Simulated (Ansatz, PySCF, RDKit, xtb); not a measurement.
# Isomers of InH3SO2, a sample narrowed down, part 2 of 2

A sample of isomers of InH3SO2 is drawn. Aim: find which of them has the lowest free energy at 298.15 K, then its properties. The sample is small against all isomers, and the most stable one of this formula need not be in it. One structure proposed beforehand is put among the starts (marked given), to see whether the search confirms or beats it.

xtb, Ansatz and PySCF; isolated molecules. Earlier steps stand in the parts before.

## Step 11: c117b at CCSD(T)/def2-SVP

Input file input.yaml:

```yaml
crystal:
  periodic: [false, false, false]
  atoms:
    - {symbol: In, position_ang: [0.468353, -0.424325, 0.981245]}
    - {symbol: O, position_ang: [-0.111103, -2.148623, 0.166450]}
    - {symbol: O, position_ang: [0.254883, -0.019739, 2.925844]}
    - {symbol: S, position_ang: [1.462749, 1.259643, -0.373078]}
    - {symbol: H, position_ang: [-0.499056, -2.755321, 0.807305]}
    - {symbol: H, position_ang: [-0.153762, -0.737531, 3.422892]}
    - {symbol: H, position_ang: [1.605069, 2.082822, 0.691004]}
basis:
  gaussian:
    orbitals: def2-SVP
correlation:
  method: ccsd_t
  frozen_orbitals: {S: 5, In: 4, O: 1, H: 0}
```

Command:

```console
$ ansatz run input.yaml --threads 2 --pin off --max-ram 5220MiB --events-out events.jsonl --progress --plain --runs-dir runs
```

What it wrote, cut to the lines that bear on the results:

```text
Warning: RAYON_NUM_THREADS=2 ignored (pool sized by the plan → 2); use --threads N
Functional definition: HF
  name "HF"
[...]
914 factors; integrals over basis functions are off by at most 5.9e-4 eV
[...]
mean field -20082.34466915 eV, -738.0125542893 hartree, gradient 5.3e-6 eV, S^2 0.000000; 0 other end points of the search recorded, 0 dependent functions left out
11 core orbitals not correlated: weight in the atoms' cores, before any rotation towards them, 1.000 or more for the frozen orbitals, at most 0.000 for the correlated occupied ones
reference -20082.34466915 eV, -738.0125542893 hartree; 17, 17 occupied and 59, 59 virtual orbitals, 914 factors
second order -16.34586613 eV of doubles, -0.00000000 eV of singles
cycle   1  -16.50924890 eV  change   -1.6e-1 eV  update   1.1e-1
[...]
cycle   9  -17.06858570 eV  change   -3.1e-5 eV  update   2.9e-5
perturbative correction -0.44603165 eV, -0.0163913607 hartree
Total energy: -20099.85928650 eV, -738.6562046051 hartree
```

Run time: 2.9 s. Hardware: 2 threads of Intel Xeon 6975P-C (Granite Rapids), shared host.

## Step 12: Putting it together

Energies in kcal/mol from c117a; G adds the thermal terms to the CCSD(T)/def2-SVP + MP2/def2-TZVPP - MP2/def2-SVP energy. The columns left of the relaxed level are at the tight-binding geometries.

| label | SMILES | spin | GFN2-xTB | HF/STO-3G | r2SCAN-D4/def2-SVP | PBE0-D4/def2-SVP | HF/def2-SVP | MP2/def2-SVP | CCSD(T)/def2-SVP + MP2/def2-TZVPP - MP2/def2-SVP | G | share at equilibrium | T1 |
| --- | --- | --- | --- | --- | --- | --- | --- | --- | --- | --- | --- | --- |
| c117a | [OH][In]([OH])[SH] | singlet | 0.0 | 0.0 | 0.0 | 0.0 | 0.0 | 0.0 | 0.0 | 0.0 | 57.1 % | 0.015 |
| c117b | [OH][In]([OH])[SH] | singlet | 1.6 | 2.2 | 1.7 | 1.5 | 1.3 | 1.4 | 0.7 | 0.2 | 42.9 % | 0.015 |
| c897b | [OH2].[SH][O][In] ‡ | singlet | -13.0 | 93.2 | 26.0 | 18.7 | 24.6 | 30.3 | 21.9 | 22.1 | < 0.1 % | 0.014 |

‡ marks the bonded skeleton alone, with all bonds drawn single: no Lewis structure was assigned that passes a check against the bond lengths.

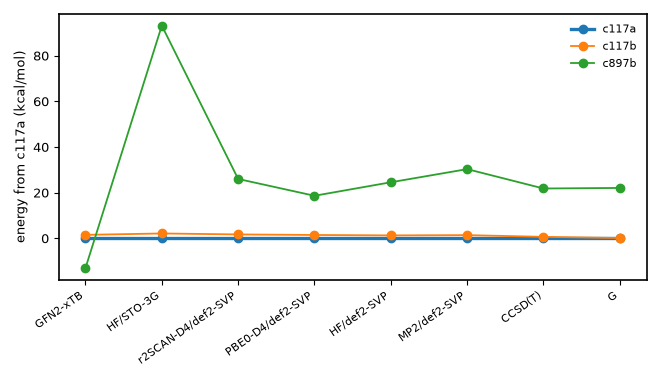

The finalists at each level, measured from c117a.

Lowest found: c117a, `[OH][In]([OH])[SH]`, a singlet of point group Cs. Bond lengths: In1–O2 1.993 Å, In1–O3 1.989 Å, In1–S4 2.387 Å, O2–H5 0.964 Å, O3–H6 0.965 Å, S4–H7 1.353 Å. Angles: O2–In1–O3 116.2°, O2–In1–S4 125.0°, O3–In1–S4 118.8°, In1–O2–H5 112.6°, In1–O3–H6 111.2°, In1–S4–H7 91.6°.

```xyz
7

In    0.0185    0.0902   -0.0169
O    -0.0222    1.8815   -0.8897
O    -1.1043   -1.3222   -0.8548
S     1.2966   -0.4584    1.9233
H     0.5392    2.5250   -0.4421
H    -1.5718   -0.9832   -1.6279
H     0.8440   -1.7330    1.9082
```

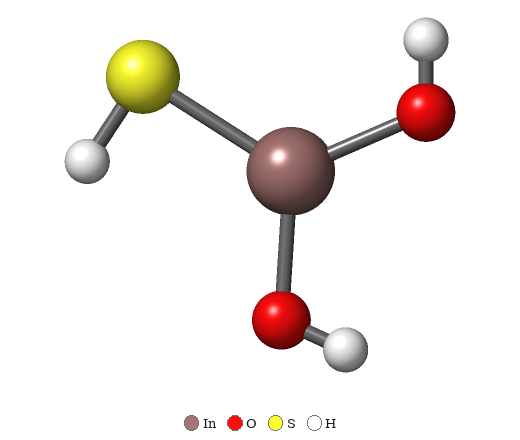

The lowest structure found, seen from a chosen angle (indium brown, oxygen red, sulfur yellow, hydrogen white).

## Step 13: Density, orbitals and dipole (PBE0/def2-TZVPD)

Input file input.yaml:

```yaml
crystal:
  periodic: [false, false, false]
  atoms:
    - {symbol: In, position_ang: [0.018496, 0.090222, -0.016860]}
    - {symbol: O, position_ang: [-0.022209, 1.881505, -0.889723]}
    - {symbol: O, position_ang: [-1.104274, -1.322189, -0.854818]}
    - {symbol: S, position_ang: [1.296611, -0.458400, 1.923263]}
    - {symbol: H, position_ang: [0.539205, 2.525016, -0.442143]}
    - {symbol: H, position_ang: [-1.571827, -0.983163, -1.627910]}
    - {symbol: H, position_ang: [0.843978, -1.732980, 1.908181]}
basis:
  gaussian:
    orbitals: def2-TZVPD
output:
  forces: true
  orbitals: {seedname: orbitals}
hamiltonian:
  xc: pbe0
```

Command:

```console
$ ansatz run input.yaml --threads 2 --pin off --max-ram 5220MiB --events-out events.jsonl --progress --plain --runs-dir runs
```

What it wrote, cut to the lines that bear on the results:

```text
Warning: RAYON_NUM_THREADS=2 ignored (pool sized by the plan → 2); use --threads N
Functional definition: PBE0
  name "PBE0"
[...]
1349 factors; their error is unknown
[...]
mean field -20148.17780352 eV, -740.4318773538 hartree, gradient 4.0e-5 eV, S^2 0.000000; 0 other end points of the search recorded, 0 dependent functions left out
[...]
reference -20148.17785445 eV, -740.4318792257 hartree; 28, 28 occupied and 181, 181 virtual orbitals, 1349 factors
Total energy: -20148.17785445 eV, -740.4318792257 hartree
Atom 0 at     0.018496     0.090222    -0.016860 Å, force     0.004841    -0.040274     0.024956 eV/Å
Atom 1 at    -0.022209     1.881505    -0.889723 Å, force     0.100391    -0.144365     0.198554 eV/Å
Atom 2 at    -1.104274    -1.322189    -0.854818 Å, force     0.074051     0.315514    -0.046503 eV/Å
Atom 3 at     1.296611    -0.458400     1.923263 Å, force    -0.209678    -0.122664    -0.220967 eV/Å
Atom 4 at     0.539205     2.525016    -0.442143 Å, force    -0.107013    -0.105024    -0.093348 eV/Å
Atom 5 at    -1.571827    -0.983163    -1.627910 Å, force     0.067630    -0.086856     0.129169 eV/Å
Atom 6 at     0.843978    -1.732980     1.908181 Å, force     0.069778     0.183669     0.008140 eV/Å
Dipole moment:     0.091450     0.117934     0.066844 e Å
```

Wall time 3.9 s (2 threads of Intel Xeon 6975P-C (Granite Rapids), shared host); peak memory 0.58 GiB.

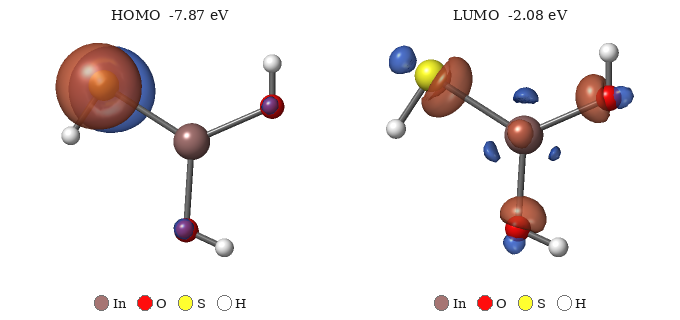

Frontier orbitals of this run, surfaces at ±0.2 Å^-3/2.

## Step 14: Frequencies after a tight-binding relaxation (GFN2-xTB)

Input file start.xyz:

```xyz
7
c117a
In     0.018496     0.090222    -0.016860
O     -0.022209     1.881505    -0.889723
O     -1.104274    -1.322189    -0.854818
S      1.296611    -0.458400     1.923263
H      0.539205     2.525016    -0.442143
H     -1.571827    -0.983163    -1.627910
H      0.843978    -1.732980     1.908181
```

Command:

```console
$ xtb start.xyz --gfn 2 --ohess tight
```

What it wrote, cut to the lines that bear on the results:

```text
* xtb version 6.7.1
[...]
          :  # basis functions                  31          :
[...]
          :  # electrons                        24          :
[...]
          :  Hamiltonian                  GFN2-xTB          :
[...]
          :  net charge                          0          :
          :  unpaired electrons                  0          :
[...]
   *** convergence criteria satisfied after 12 iterations ***
[...]
   *** GEOMETRY OPTIMIZATION CONVERGED AFTER 8 ITERATIONS ***
[...]
   *** convergence criteria satisfied after 3 iterations ***
[...]
         ::                     SUMMARY                     ::
         :::::::::::::::::::::::::::::::::::::::::::::::::::::
         :: total energy             -14.170701105313 Eh    ::
         :: gradient norm              0.000174614275 Eh/a0 ::
         :: HOMO-LUMO gap              2.444887443709 eV    ::
         ::.................................................::
         :: SCC energy               -14.225271047598 Eh    ::
         :: -> isotropic ES            0.075408559393 Eh    ::
         :: -> anisotropic ES         -0.002753182505 Eh    ::
         :: -> anisotropic XC          0.001349144855 Eh    ::
         :: -> dispersion             -0.003429288878 Eh    ::
         :: repulsion energy           0.054569942286 Eh    ::
         :: add. restraining           0.000000000000 Eh    ::
         :: total charge               0.000000000000 e     ::
         :::::::::::::::::::::::::::::::::::::::::::::::::::::
[...]
        12        2.0000           -0.4129686             -11.2374 (HOMO)
        13                         -0.3231207              -8.7926 (LUMO)
[...]
     #   Z          covCN         q      C6AA      α(0)
     1  49 In       2.449     0.355   274.937    31.917
     2   8 O        1.557    -0.496    22.868     6.452
     3   8 O        1.558    -0.495    22.854     6.450
     4  16 S        1.782    -0.202   149.628    20.589
     5   1 H        0.833     0.315     0.673     1.287
     6   1 H        0.864     0.324     0.647     1.260
     7   1 H        0.925     0.199     1.104     1.643
[...]
          | TOTAL ENERGY              -14.170701105313 Eh   |
          | TOTAL ENTHALPY            -14.130088215835 Eh   |
          | TOTAL FREE ENERGY         -14.172108621163 Eh   |
          | GRADIENT NORM               0.000174622052 Eh/α |
[...]
```

Run time: 0.094 s. Hardware: 2 threads of Intel Xeon 6975P-C (Granite Rapids), shared host.

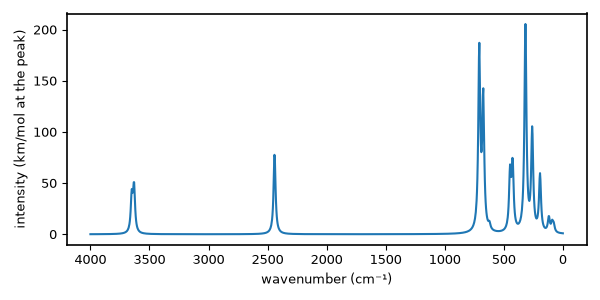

Harmonic infrared spectrum, unscaled, lines broadened by 10 cm⁻¹.

## Step 15: Electronic excitations (TD-PBE0/def2-SVPD)

An in-house driver calls PySCF's response routines at TD-PBE0/def2-SVPD; it has no typed input.

What it wrote:

```text
coarse grid: 32184 points
cycle   1  E = -738.6872266272  dE = -1.994e+01  |g| = 2.340e+00  |ddm| = 1.389e+01
cycle   2  E = -724.7039019144  dE =  1.398e+01  |g| = 6.687e+00  |ddm| = 1.521e+01
cycle   3  E = -739.9523274538  dE = -1.525e+01  |g| = 8.264e-01  |ddm| = 1.339e+01
cycle   4  E = -739.9090106865  dE =  4.332e-02  |g| = 1.005e+00  |ddm| = 1.925e+00
cycle   5  E = -740.1128090158  dE = -2.038e-01  |g| = 7.732e-02  |ddm| = 9.841e-01
cycle   6  E = -740.1146441740  dE = -1.835e-03  |g| = 4.567e-02  |ddm| = 1.518e-01
cycle   7  E = -740.1149716175  dE = -3.274e-04  |g| = 2.657e-02  |ddm| = 6.249e-02
cycle   8  E = -740.1151098362  dE = -1.382e-04  |g| = 4.637e-03  |ddm| = 2.606e-02
cycle   9  E = -740.1151155033  dE = -5.667e-06  |g| = 8.769e-04  |ddm| = 6.565e-03
final grid: 64328 points
cycle  10  E = -740.1150612971  dE =  1.667e-07  |g| = 1.298e-03  |ddm| = 3.070e-03
cycle  11  E = -740.1150604897  dE =  8.074e-07  |g| = 2.295e-03  |ddm| = 4.034e-03
cycle  12  E = -740.1150617422  dE = -1.252e-06  |g| = 2.280e-04  |ddm| = 2.379e-03
cycle  13  E = -740.1150617562  dE = -1.409e-08  |g| = 2.544e-05  |ddm| = 3.159e-04
cycle  14  E = -740.1150617564  dE = -1.698e-10  |g| = 4.252e-06  |ddm| = 4.166e-05
converged SCF energy = -740.1150617564

Static polarisability (au): isotropic 65.840, principal 50.786 64.677 82.058

Singlet excitations
state   eV       nm        f      main configurations
  1   4.4433    279.0   0.00890   H->L 0.98
  2   5.0823    244.0   0.00008   H-1->L 0.98
  3   5.6647    218.9   0.05719   H-3->L 0.97
  4   5.7153    216.9   0.03578   H->L+1 0.50, H-2->L 0.48
  5   6.0265    205.7   0.06639   H-4->L 0.72, H-1->L+1 0.22
  6   6.3222    196.1   0.00863   H->L+2 0.92
  7   6.5258    190.0   0.35853   H->L+1 0.39, H-2->L 0.35, H-5->L 0.08
  8   6.8141    182.0   0.00120   H-2->L+1 0.96

Triplet excitations (Tamm-Dancoff, eV): 4.0785 4.7088 4.8732
```

Wall time 6 s (2 threads of Intel Xeon 6975P-C (Granite Rapids), shared host).

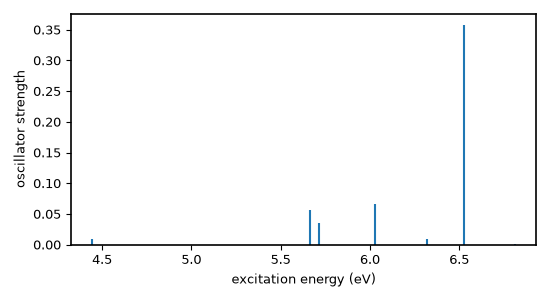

Vertical excitations as sticks.

The roots found:

| excited state | energy (eV) | strength |
| --- | --- | --- |
| 1 | 4.443 | 0.0089 |
| 2 | 5.082 | 0.0001 |
| 3 | 5.665 | 0.0572 |
| 4 | 5.715 | 0.0358 |
| 5 | 6.027 | 0.0664 |
| 6 | 6.322 | 0.0086 |
| 7 | 6.526 | 0.3585 |
| 8 | 6.814 | 0.0012 |

## Step 16: The cation at the same geometry (PBE0/def2-TZVPD)

Edit input.yaml of step 13 so:

```diff
@@ -13,5 +13,6 @@
     orbitals: def2-TZVPD
-output:
-  forces: true
-  orbitals: {seedname: orbitals}
+total_charge: 1
+magnetization:
+  spin_polarized: true
+  initial_magnetization: 1
 hamiltonian:
```

Command:

```console
$ ansatz run input.yaml --threads 2 --pin off --max-ram 5220MiB --events-out events.jsonl --progress --plain --runs-dir runs
```

What it wrote:

```text
Warning: RAYON_NUM_THREADS=2 ignored (pool sized by the plan → 2); use --threads N
Functional definition: PBE0
  name "PBE0"
  parameter a = 0.25
  parameter kappa = 0.804
  parameter beta = 0.06672455060314922
  exchange = (1 - a)*pbe_x(kappa = kappa, mu = beta*pi^2/3) + a*exact_x
  correlation = pbe_c(beta = beta)
1349 factors; their error is unknown
mean field evaluation 1: about -20113.6101 eV, gradient 8.4e1 eV
mean field evaluation 2: about -19789.9197 eV, gradient 2.1e2 eV
mean field evaluation 4: about -20129.7934 eV, gradient 3.8e1 eV
mean field evaluation 8: about -20138.0027 eV, gradient 4.4e0 eV
mean field evaluation 16: about -20138.1172 eV, gradient 9.2e-2 eV
mean field evaluation 32: about -20138.1912 eV, gradient 3.0e-5 eV
mean field -20138.19120452 eV, -740.0648766100 hartree, gradient 8.5e-6 eV, S^2 0.758880; 7 other end points of the search recorded, 0 dependent functions left out
reference -20138.19124825 eV, -740.0648782170 hartree; 28, 27 occupied and 181, 182 virtual orbitals, 1349 factors
Total energy: -20138.19124825 eV, -740.0648782170 hartree
```

Wall time 16 s (2 threads of Intel Xeon 6975P-C (Granite Rapids), shared host); peak memory 0.78 GiB.

Difference from the parent: 9.99 eV.

## Step 17: The anion at the same geometry (PBE0/def2-TZVPD)

Input file input.yaml:

```yaml
crystal:
  periodic: [false, false, false]
  atoms:
    - symbol: In
      position_ang: [0.018496, 0.090222, -0.016860]
    - symbol: O
      position_ang: [-0.022209, 1.881505, -0.889723]
    - symbol: O
      position_ang: [-1.104274, -1.322189, -0.854818]
    - symbol: S
      position_ang: [1.296611, -0.458400, 1.923263]
    - symbol: H
      position_ang: [0.539205, 2.525016, -0.442143]
    - symbol: H
      position_ang: [-1.571827, -0.983163, -1.627910]
    - symbol: H
      position_ang: [0.843978, -1.732980, 1.908181]
basis:
  gaussian:
    orbitals: def2-TZVPD
total_charge: -1
magnetization:
  spin_polarized: true
  initial_magnetization: 1
hamiltonian:
  xc: pbe0
scf:
  lower_state_search: "off"
```

Command:

```console
$ ansatz run input.yaml --threads 2 --pin off --max-ram 5220MiB --events-out events.jsonl --progress --plain --runs-dir runs
```

What it wrote, cut to the lines that bear on the results:

```text
Warning: RAYON_NUM_THREADS=2 ignored (pool sized by the plan → 2); use --threads N
Functional definition: PBE0
  name "PBE0"
[...]
1349 factors; their error is unknown
[...]
mean field -20148.74627146 eV, -740.4527681656 hartree, gradient 9.1e-6 eV, S^2 0.751911; 0 other end points of the search recorded, 0 dependent functions left out
reference -20148.74631123 eV, -740.4527696271 hartree; 29, 28 occupied and 180, 181 virtual orbitals, 1349 factors
Total energy: -20148.74631123 eV, -740.4527696271 hartree
Checks for a lower state left out: stability, starts, cluster_reference, orbital_swaps, neighbouring_geometries, increment
```

Wall time 3.9 s (2 threads of Intel Xeon 6975P-C (Granite Rapids), shared host); peak memory 0.65 GiB.

Parent less the species with the added electron: 0.57 eV.

## Step 18: The triplet at the same geometry (PBE0/def2-TZVPD)

Input file input.yaml:

```yaml
crystal:
  periodic: [false, false, false]
  atoms:
    - {symbol: In, position_ang: [0.018496, 0.090222, -0.016860]}
    - {symbol: O, position_ang: [-0.022209, 1.881505, -0.889723]}
    - {symbol: O, position_ang: [-1.104274, -1.322189, -0.854818]}
    - {symbol: S, position_ang: [1.296611, -0.458400, 1.923263]}
    - {symbol: H, position_ang: [0.539205, 2.525016, -0.442143]}
    - {symbol: H, position_ang: [-1.571827, -0.983163, -1.627910]}
    - {symbol: H, position_ang: [0.843978, -1.732980, 1.908181]}
basis:
  gaussian: {orbitals: def2-TZVPD}
magnetization: {spin_polarized: true, initial_magnetization: 2}
hamiltonian: {xc: pbe0}
```

Command:

```console
$ ansatz run input.yaml --threads 2 --pin off --max-ram 5220MiB --events-out events.jsonl --progress --plain --runs-dir runs
```

What it wrote:

```text
Warning: RAYON_NUM_THREADS=2 ignored (pool sized by the plan → 2); use --threads N
Functional definition: PBE0
  name "PBE0"
  parameter a = 0.25
  parameter kappa = 0.804
  parameter beta = 0.06672455060314922
  exchange = (1 - a)*pbe_x(kappa = kappa, mu = beta*pi^2/3) + a*exact_x
  correlation = pbe_c(beta = beta)
1349 factors; their error is unknown
mean field evaluation 1: about -20129.3234 eV, gradient 6.3e1 eV
mean field evaluation 2: about -19888.4272 eV, gradient 1.9e2 eV
mean field evaluation 4: about -20137.4597 eV, gradient 3.2e1 eV
mean field evaluation 8: about -20143.7655 eV, gradient 2.4e0 eV
mean field evaluation 16: about -20143.8821 eV, gradient 4.3e-2 eV
mean field evaluation 32: about -20143.8822 eV, gradient 3.5e-5 eV
mean field evaluation 64: about -20143.8047 eV, gradient 2.1e0 eV
mean field -20143.88216632 eV, -740.2740155986 hartree, gradient 6.0e-6 eV, S^2 2.008035; 8 other end points of the search recorded, 0 dependent functions left out
reference -20143.88223110 eV, -740.2740179792 hartree; 29, 27 occupied and 180, 182 virtual orbitals, 1349 factors
Total energy: -20143.88223110 eV, -740.2740179792 hartree
```

It took 22 s on 2 threads of Intel Xeon 6975P-C (Granite Rapids), shared host; peak memory 1 GiB.

It lies 4.30 eV above the singlet.

## Step 19: Stability of the closed-shell solution (PBE0/def2-SVP)

Input file calc.py:

```python
from pyscf import gto, dft

system = gto.Mole()
system.atom = [
    ('In', (0.018496, 0.090222, -0.016860)),
    ('O', (-0.022209, 1.881505, -0.889723)),
    ('O', (-1.104274, -1.322189, -0.854818)),
    ('S', (1.296611, -0.458400, 1.923263)),
    ('H', (0.539205, 2.525016, -0.442143)),
    ('H', (-1.571827, -0.983163, -1.627910)),
    ('H', (0.843978, -1.732980, 1.908181)),
]
system.verbose = 3
system.ecp = {'In': 'def2-svp'}
system.spin = 0
system.max_memory = 3720
system.charge = 0
system.basis = 'def2-svp'
system.build()

mf = dft.RKS(system, xc='pbe0')
mf = mf.density_fit(auxbasis='def2-universal-jkfit')
mf.max_cycle = 100
mf.grids.level = 3
mf.kernel()
if not mf.converged:
    mf = mf.newton().run(mf.mo_coeff, mf.mo_occ)

energy = mf.e_tot
print(f'total energy: {energy:.8f} hartree')
mo_i, mo_e, stable_i, stable_e = mf.stability(internal=True, external=True, return_status=True)
print('stable: internal', stable_i, 'external', stable_e)
```

Command:

```console
$ OMP_NUM_THREADS=2 python calc.py
```

What it wrote:

```text
converged SCF energy = -740.083032224946
total energy: -740.08303222 hartree
<class 'pyscf.df.df_jk.DFRKS'> wavefunction is stable in the internal stability analysis
<class 'pyscf.df.df_jk.DFRKS'> wavefunction is stable in the real -> complex stability analysis
<class 'pyscf.df.df_jk.DFRKS'> wavefunction is stable in the RHF/RKS -> UHF/UKS stability analysis
stable: internal True external True
```

Run time: 32 s. Hardware: 2 threads of Intel Xeon 6975P-C (Granite Rapids), shared host.

## Step 20: Outcome

This closing draws on all 2 parts.

| quantity | value |
| --- | --- |
| lowest structure found | [OH][In]([OH])[SH], singlet, Cs |
| next finalist | [OH][In]([OH])[SH], singlet, 0.2 kcal/mol higher in G |
| share at equilibrium, among the finalists | 57.1 % |
| funnel | 15 starts, 11 minima at GFN2-xTB, 7 screening runs, 3 relaxed, 3 ranked |
| CPU time of all runs | 9.4 min |
| harmonic wavenumbers, lowest and highest (PBE0-D4/def2-SVP) | 92 and 3894 cm⁻¹ |
| rotational constants, same geometry | 0.1659, 0.0772, 0.05268 cm⁻¹ |
| dipole moment (PBE0/def2-TZVPD) | 0.79 D |
| HOMO energy (PBE0/def2-TZVPD) | -7.87 eV |
| LUMO energy (PBE0/def2-TZVPD) | -2.08 eV |
| HOMO–LUMO gap (PBE0/def2-TZVPD) | 5.79 eV |
| lowest excitation (TD-PBE0/def2-SVPD) | 4.44 eV (f = 0.009) |
| strongest of the states computed, same level | 6.53 eV (f = 0.359) |
| lowest triplet excitation, same level, Tamm-Dancoff | 4.08 eV |
| vertical ionisation energy | 9.99 eV |
| vertical electron affinity | 0.57 eV |
| vertical triplet less singlet | +4.30 eV |

In words: The lowest structure found is `[OH][In]([OH])[SH]`. The next finalist is drawn with the same bonds. At 0.2 kcal/mol the two aren't resolved. HF/STO-3G, r2SCAN-D4/def2-SVP, PBE0-D4/def2-SVP, HF/def2-SVP and MP2/def2-SVP already put its bonding pattern lowest among the structures in one piece; GFN2-xTB favours the singlet [OH2].[SH][O][In] ‡. The largest share of the time went into the vibrations (38 %). Spin-orbit coupling, which matters for elements this heavy, is left out. The structure proposed beforehand is the winner. Lowest found is not proven lowest: the search is finite, and each finalist counts with one conformer. Only 4 drawn patterns were tried, so whole families of isomers are missing, and the result ranks this sample alone.

‡ marks the bonded skeleton alone, with all bonds drawn single: no Lewis structure was assigned that passes a check against the bond lengths.
